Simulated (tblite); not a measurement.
## Molecular dynamics of C₃H₅F₃NSi (charge +1) (part 2 of 2)

C₃H₅F₃NSi, charge +1, SMILES FC(F)(F)CC#[N+][SiH3]; GFN2-xTB Langevin dynamics, gas phase (tblite 0.8.0). 

Geometry of the input (Å):
```
F  -3.3969  0.0151  0.4482
C  -2.1232  0.3510  0.3759
F  -1.9952  1.3674  -0.4709
F  -1.7203  0.7626  1.5738
C  -1.2754  -0.8670  -0.0982
C  0.0895  -0.5118  -0.1719
N  1.1861  -0.1758  -0.2143
Si 2.9219  0.4333  -0.2578
H  -1.6453  -1.1830  -1.0831
H  -1.4209  -1.6873  0.6177
H  2.9882  0.9776  1.0903
H  3.5797  -0.8411  -0.5088
H  2.7941  1.3610  -1.3719
```

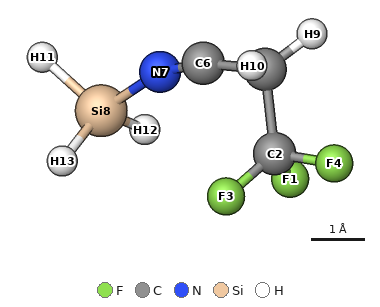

Figure 1. The geometry at step 6650 of the log (ball-and-stick view, seen at a tilt; atoms are numbered from 1 in the order of the input).

Trajectory as extended XYZ, continued:
```
13
Properties=species:S:1:pos:R:3:forces:R:3 step=4550 time_fs=6825.0 energy=-744.21381 temperature=547.0
F     1.2867    7.2422    1.6830    1.0880  -0.3300   0.1530
C     0.3243    7.4808    2.5161   -1.2640  -0.1610   0.8550
F     0.7082    8.0609    3.6862    0.0760  -1.0320  -1.1760
F    -0.4546    8.3738    1.9124   -0.2960  -0.0390   0.1800
C    -0.6390    6.1510    2.7685    2.5260   0.7390  -1.6680
C    -0.0154    4.9040    3.0916   -1.0150   2.1850  -0.4770
N     0.4378    3.8662    3.2098    0.5500  -1.5080   0.6910
Si    1.4513    2.3693    3.8598    0.1950   0.6790   0.1200
H    -1.0836    6.0823    1.7524   -0.2500  -0.2550   0.5570
H    -1.2373    6.6117    3.4906   -1.4880  -0.0900   1.2480
H     1.3875    2.5819    5.3527    0.1270   0.0810  -0.8450
H     0.6436    1.1559    3.5602    0.3770   0.6180  -0.2380
H     2.6003    3.0253    3.0807   -0.6260  -0.8880   0.6000
13
Properties=species:S:1:pos:R:3:forces:R:3 step=4900 time_fs=7350.0 energy=-744.08461 temperature=734.9
F     0.7894    6.3512    1.6278   -0.3220   0.1300   0.8210
C     0.2229    7.1537    2.4806   -1.5620   2.9400   1.4670
F     1.0230    7.6526    3.4748    0.3610  -1.7400  -0.4710
F    -0.0778    8.3572    1.9044   -0.2670  -1.1520  -0.7830
C    -1.1824    6.7629    3.2808    0.7790   1.1450   0.1970
C    -1.0466    5.4963    3.8717    1.6190  -1.5930  -0.2080
N    -0.5877    4.4540    4.1176   -0.6260   0.7680   0.3430
Si    0.2169    2.7322    4.6592   -0.1040   0.7850  -0.4950
H    -2.1050    6.8741    2.6891    0.4540  -0.1350  -0.2130
H    -1.2355    7.6070    4.0630    0.0500  -1.0560  -0.7710
H    -0.4009    2.0962    3.5155    0.0830  -0.2110  -0.2800
H     1.6500    3.1066    4.5674   -0.6050  -0.0760   0.1590
H    -0.5427    2.4072    5.8507    0.1400   0.1940   0.2340
13
Properties=species:S:1:pos:R:3:forces:R:3 step=5250 time_fs=7875.0 energy=-744.27723 temperature=888.5
F     0.0295    4.6677    1.5661   -0.2300  -0.3490   0.7800
C     0.3306    5.4707    2.5554    1.5600   1.4770   0.0470
F     1.6871    5.5018    2.7092   -0.0260  -0.4470  -0.6550
F     0.0395    6.7170    2.1529   -0.4560  -0.4810   0.3540
C    -0.1109    5.2523    4.0283   -0.6740   2.8170   1.2980
C     0.3424    4.1081    4.6387    0.3770  -4.1550  -0.0730
N     0.5906    2.9842    4.8764   -0.7610   3.3980  -0.3990
Si    1.1948    1.4094    5.3844    0.0680  -0.6240   0.0560
H    -1.2009    5.4086    4.2581    0.6170  -0.1330  -0.4710
H     0.4434    6.1300    4.6343   -0.9790  -1.1380  -1.2170
H     0.8431    0.6758    4.1982   -0.1450  -0.2890  -0.3380
H     2.5612    1.8400    5.3782    0.6440  -0.0460   0.3060
H     0.3359    1.1764    6.5203    0.0060  -0.0310   0.3120
13
Properties=species:S:1:pos:R:3:forces:R:3 step=5600 time_fs=8400.0 energy=-744.24419 temperature=775.0
F    -0.4988    5.6433    1.7709    0.5000   0.3550   1.0420
C     0.4308    5.4633    2.7567   -0.3050   0.7820  -1.1710
F     0.6478    4.1681    2.7285    0.3310  -0.8310   0.4800
F     1.5522    6.0661    2.3481   -0.4470  -0.0840   0.3530
C    -0.0469    6.0007    4.1614   -1.0250  -1.6140  -0.3210
C    -0.1452    4.8143    5.0497    0.6630   1.7820  -0.4240
N    -0.0340    3.9630    5.8143    0.2680  -0.2180  -0.5980
Si    0.4024    2.0526    6.2515    0.7580   0.9490   1.1850
H    -1.0732    6.4428    3.9310    1.1070  -0.2510   0.6840
H     0.6947    6.7280    4.5455   -0.5210  -0.2790  -0.0580
H    -1.0332    2.0078    6.4352   -0.1790  -0.5740   0.0850
H     1.1250    1.6521    5.0373   -0.2110   0.0740   0.2320
H     1.2663    2.2041    7.5837   -0.9400  -0.0900  -1.4880
13
Properties=species:S:1:pos:R:3:forces:R:3 step=5950 time_fs=8925.0 energy=-744.39660 temperature=669.5
F    -1.7068    4.7800    3.4269   -0.6730   0.0720   0.5650
C    -0.4887    5.2314    3.5278    1.1810  -0.7780  -2.3950
F     0.3199    4.1186    3.4113   -0.5380   0.9510   0.5620
F    -0.2442    5.9481    2.4129   -0.1080  -0.1640   0.2300
C    -0.0822    6.1137    4.7034   -4.0680   0.6210   0.2540
C    -0.5309    5.4422    5.8631    1.2400   0.5940  -0.7740
N    -0.6970    4.7227    6.7270   -0.6440  -0.7750   1.3570
Si   -1.3991    3.4005    7.8448    1.0360   0.6170   0.7040
H    -0.6764    7.1077    4.6057    1.1830  -1.1230   0.0320
H     0.9363    6.1367    4.5678    2.4950   0.7260   0.2560
H    -0.3968    3.4229    8.9489   -0.3130  -0.1490  -0.5770
H    -2.5760    4.1183    8.2111   -0.7050   0.1980   0.1300
H    -1.3772    2.5044    6.7389   -0.0850  -0.7900  -0.3450
13
Properties=species:S:1:pos:R:3:forces:R:3 step=6300 time_fs=9450.0 energy=-744.28945 temperature=517.3
F    -1.5575    5.1375    2.5119   -0.4150  -0.2770  -0.8210
C    -0.2648    5.0698    2.3967    2.0090  -2.0420   0.2520
F     0.2087    3.7299    2.2789   -1.3410   1.2960   0.4420
F     0.2480    5.5888    1.2846   -0.8000   0.5520   0.8160
C     0.3628    5.6042    3.7271   -0.0890   2.5190  -1.1080
C    -0.2470    5.1580    4.9191   -0.8410  -0.5160   2.0710
N    -0.6965    4.8144    5.9446    0.6640   0.3700  -2.0680
Si   -1.3980    3.8939    7.4978    0.7080   0.6350  -0.0160
H     0.3958    6.7843    3.5783   -0.4670  -1.7960   0.6700
H     1.4050    5.3648    3.6832    0.9090  -0.5080   0.2610
H    -0.0576    3.8108    8.1162   -0.2520  -0.1060  -0.1050
H    -2.0867    5.0730    8.1079    0.0140  -0.6750  -0.4840
H    -1.8443    2.6098    6.9228   -0.0980   0.5490   0.0890
13
Properties=species:S:1:pos:R:3:forces:R:3 step=6650 time_fs=9975.0 energy=-743.75929 temperature=638.5
F    -2.2446    4.5673    3.7850   -1.3370  -0.1450   1.8270
C    -1.0018    4.5593    3.4283   -0.0070   1.2340  -1.4530
F    -0.6559    3.2659    3.3044    0.6110   1.1460   0.5980
F    -1.0895    5.0992    2.2244    0.8050  -0.0250  -1.3150
C    -0.0280    5.6064    4.2094   -0.3890  -2.1390   1.2350
C    -0.1042    5.0128    5.5373   -0.7670   0.4760   0.1640
N    -0.4554    4.4501    6.4989    1.1230   1.4790  -2.1240
Si   -1.2059    3.3031    7.5839   -0.0320  -2.0270   2.3920
H    -0.1414    6.7233    4.0400   -0.5810  -1.3580   0.4250
H     0.8970    5.3449    3.7215    0.9170   0.0120  -0.0250
H    -0.5227    3.3524    9.0105   -0.5560   0.2850  -1.5320
H    -2.6300    3.7631    7.6806    0.7960  -0.1700  -0.3640
H    -0.6782    1.9665    6.9928   -0.5830   1.2320   0.1730
13
Properties=species:S:1:pos:R:3:forces:R:3 step=7000 time_fs=10500.0 energy=-743.81074 temperature=619.4
F    -1.9936    6.1141    3.3282    2.1570  -0.3660   1.0370
C    -0.7083    5.8516    3.7185    0.1760  -0.0720  -1.8820
F    -0.3939    4.5593    3.2993   -0.5960   1.4830  -0.1720
F     0.1506    6.7014    3.0628   -1.4330  -0.9430   0.3520
C    -0.2641    5.8582    5.1974   -0.4310  -0.4520  -0.6590
C    -0.2980    4.5204    5.6317   -1.3960  -3.4360   2.3570
N    -0.4874    3.4382    6.0790    0.6380   4.0160  -0.8750
Si   -0.8796    2.7303    7.8234    1.2870   0.6590   0.4840
H    -0.6725    6.5776    5.8887   -0.7560   0.1520   0.2110
H     0.7567    6.1398    5.1059    1.4700   0.3570  -0.0200
H    -0.5578    1.4893    7.2738    0.2330  -1.5780  -0.2970
H     0.1876    3.3549    8.6883   -0.5610  -0.1670  -0.5520
H    -2.2139    3.0141    8.2125   -0.7870   0.3470   0.0160
13
Properties=species:S:1:pos:R:3:forces:R:3 step=7350 time_fs=11025.0 energy=-744.16696 temperature=619.7
F    -1.1445    6.7191    3.4646    0.7700  -0.8390   0.5980
C    -0.5991    5.4440    3.4741   -0.0370   2.5970  -1.2300
F    -1.5861    4.7574    2.9521    0.7540  -0.9360  -0.1900
F     0.5170    5.6150    2.6421   -1.8780  -1.0990   1.3830
C    -0.1774    5.0477    4.9302   -1.0420   3.7800  -0.5150
C    -0.7769    3.9937    5.5395    0.3700   0.1490  -0.6380
N    -1.1762    3.0480    6.0193   -0.8010  -0.8600   0.4930
Si   -2.1494    1.7887    6.7590   -1.1480  -0.9700   0.4740
H    -0.4529    6.0007    5.5750    0.4250  -1.2360  -0.8550
H     0.8684    5.0346    4.8756    1.8300  -0.3460   0.2690
H    -3.0311    1.2980    5.6856    0.3360   0.1510   0.0790
H    -0.9589    1.0363    7.0763    0.0900  -0.3710   0.2530
H    -2.9396    2.4800    7.7897    0.3310  -0.0210  -0.1210
13
Properties=species:S:1:pos:R:3:forces:R:3 step=7700 time_fs=11550.0 energy=-744.27119 temperature=482.4
F    -0.9673    6.3097    3.4266    0.0810  -1.8720   0.4910
C    -0.9347    4.9962    3.8988   -3.5550   2.0580   0.8090
F    -2.0837    4.3630    3.4476    0.6990   0.7940   0.4460
F     0.0137    4.3665    3.3908    2.3260  -1.0330  -0.6100
C    -1.0139    5.1143    5.4812    1.0270  -1.8850   0.7700
C    -1.7901    4.0668    6.1704    0.4760   0.6650  -1.1440
N    -2.5260    3.2893    6.6043    0.8130   0.1730  -0.5860
Si   -3.2283    1.5102    6.4852    0.3420   0.7470  -1.1740
H    -1.5354    6.0082    5.7171   -0.4710   1.1840   0.1020
H     0.0543    5.2080    5.9028   -1.3220  -0.2820  -0.5100
H    -4.4894    1.9125    5.9081   -0.2270  -0.0320  -0.3000
H    -2.1466    0.9748    5.6481   -0.2360  -0.0870   0.1780
H    -3.3248    1.3636    7.8687    0.0470  -0.4290   1.5290
13
Properties=species:S:1:pos:R:3:forces:R:3 step=8050 time_fs=12075.0 energy=-744.13176 temperature=837.2
F    -0.3997    4.6512    5.3326    1.6360   0.6370   1.2840
C    -1.4719    4.4240    4.6697   -0.9040   1.5630  -0.8780
F    -1.7087    5.5220    3.8643    0.0270  -0.8730   0.7810
F    -1.1765    3.4482    3.8656   -0.6320  -1.2250  -0.6350
C    -2.6961    4.2903    5.6644    0.9760  -1.1980  -1.5850
C    -2.8497    2.9288    6.0681    0.3830   2.4240  -0.0740
N    -2.8432    1.8997    6.5434   -0.5200  -2.7080   0.4070
Si   -3.2151   -0.1243    6.5966   -1.2880   0.4020   2.6090
H    -3.5122    4.5584    5.0022   -0.6760   0.4190   0.3960
H    -2.3909    4.9784    6.4494   -0.6460   0.0560   0.3190
H    -3.1187   -0.2988    5.2431    0.2940  -0.2070  -2.4610
H    -2.0857   -0.3759    7.4704   -0.0150   0.0700   0.0910
H    -4.6650   -0.4923    7.0677    1.3630   0.6400  -0.2530
13
Properties=species:S:1:pos:R:3:forces:R:3 step=8400 time_fs=12600.0 energy=-744.45114 temperature=644.0
F    -0.9956    4.7069    5.4794    0.7280   0.2410   0.2670
C    -1.1923    4.6415    4.1533   -1.4200   0.3430   1.2020
F    -1.1608    5.8491    3.6692    0.4070   0.7660  -0.4070
F    -0.2967    3.8841    3.6164    0.9290  -0.5410  -0.4540
C    -2.5993    4.0581    3.9925    0.2990  -3.2520  -0.5920
C    -2.8530    3.0608    5.0140    0.2250  -0.4410  -0.2050
N    -3.0095    2.2699    5.8410   -0.2110   0.4620  -0.9230
Si   -3.5885    0.8439    6.9524    2.0300   0.0800  -0.4010
H    -2.6772    3.5996    2.9620    0.1190   0.0810   0.7610
H    -3.4137    4.6915    4.0631   -1.3520   2.0270   0.1830
H    -3.0427   -0.3097    6.1233   -0.6900   0.7390   0.5190
H    -2.5705    1.3267    7.9170   -0.3430  -0.4090   0.0540
H    -4.8795    1.4029    7.1848   -0.7210  -0.0970  -0.0030
```

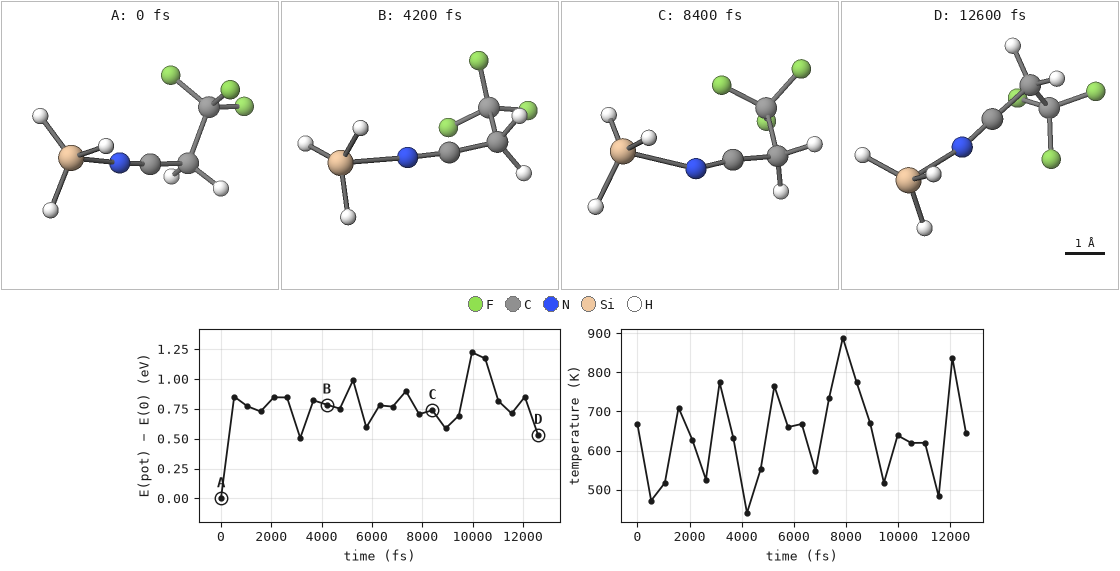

Figure 2. Frames of the molecular dynamics (ball-and-stick, seen at a tilt) above the curves, on which the letters mark them. The trajectory kept here has 25 frames over 12600 fs. The temperature starts at 667 K, ranges from 440 to 888 K and averages 665 K over the second half. The potential energy ends 0.531 eV above its first value. After an unweighted best fit of the last frame on the first, the root-mean-square displacement is 1.61 Å, and F3 has moved furthest (2.65 Å).

Results in brief:

| quantity | value |
| --- | --- |
| outcome | finished |
| mean temperature over the second half | 665 K |
| trajectory | 25 frames kept, 12600 fs |
| wall time | 76 s |
| peak memory | 0.39 GiB |
